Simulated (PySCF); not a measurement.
C$_{5}$H$_{9}$BO (SMILES C=C1CBCOC1)

Input file:

```
{"job": {"kind": "nmr", "xc": "PBE0", "basis": "pcSseg-1"}, "charge": 0, "multiplicity": 1}
C      2.218661    -0.438594    -0.362114
C      0.989229    -0.226595     0.075500
C     -0.086382    -1.275195     0.090794
B     -1.505877    -0.694106    -0.257589
C     -1.676933     0.867503    -0.323971
O     -0.490116     1.654287    -0.283162
C      0.515553     1.122417     0.553231
H      2.961606     0.340715    -0.374657
H      2.532540    -1.405115    -0.721388
H      0.198834    -2.123135    -0.535859
H     -0.155686    -1.683321     1.108356
H     -2.438669    -1.386498    -0.393966
H     -2.202190     1.197185    -1.226059
H     -2.329643     1.170732     0.518956
H      0.135737     1.034672     1.586003
H      1.325738     1.853993     0.534514
```

Command:

```sh
OMP_NUM_THREADS=1 python probes_run.py task.json out
```

Geometry: GFN2-xTB.

These are results of PySCF, PBE0/pcSseg-1, SCF density, gas phase, non-relativistic, not measurements.

What will maps of the electron density and electron localisation function show?

Answer. C–O (1.42 Å): ρ at the midpoint is about 2 e/Å³, with its minimum of 1.7 e/Å³ about 0.5 Å from C; the ELF peaks at about 0.90 between the atoms, as expected for a shared but strongly polarised pair.
C–B (1.57 Å): ρ at the midpoint is about 1.4 e/Å³; the ELF peaks at about 1 between the atoms (localised, covalent bonding).
C–C (1.50 Å): the density is about 1.7 e/Å³ at the midpoint; the ELF peaks at about 0.95 between the atoms: localised, covalent bonding.
B–H (1.17 Å): ρ is about 1.3 e/Å³ halfway; the ELF climbs to about 1 towards the hydrogen, as it does in any bond to H; an ordinary covalent bond to hydrogen.

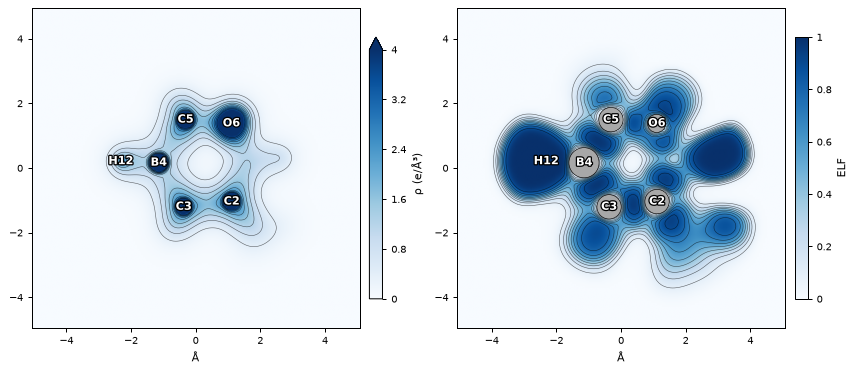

Computed electron density and electron localisation function on the plane of atoms C5, B4 and H12, in this order. Grey discs cover the atomic cores in the ELF map. 
